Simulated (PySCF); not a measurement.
Vertical excitations of a molecule C2H8FNSi2 from TDA-PBE/def2-SVPD run with PySCF, as energy in eV (oscillator strength): 5.09 (0.020), 5.53 (0.102), 5.73 (0.023), 5.92 (0.010), 6.13 (0.006), 6.39 (0.007), 6.47 (0.022), 6.53 (0.016), 6.64 (0.028), 6.79 (0.063). Lowest triplet (TDA): 4.15 eV. Geometry: B3LYP-D3(BJ)/def2-SVP. Other conformers were not sampled.

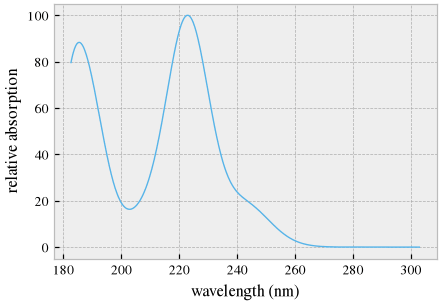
*The lines broadened by 0.4 eV.*

Q: Pick the molecule that these values belong to.
A. C[Si@]1(F)C[SiH2]N1
B. C=C[SiH2][Si@H](N)F
C. N[Si@H]1C[Si@@H](F)C1
D. F[Si]1([SiH3])CNC1

A: B, C=C[SiH2][Si@H](N)F
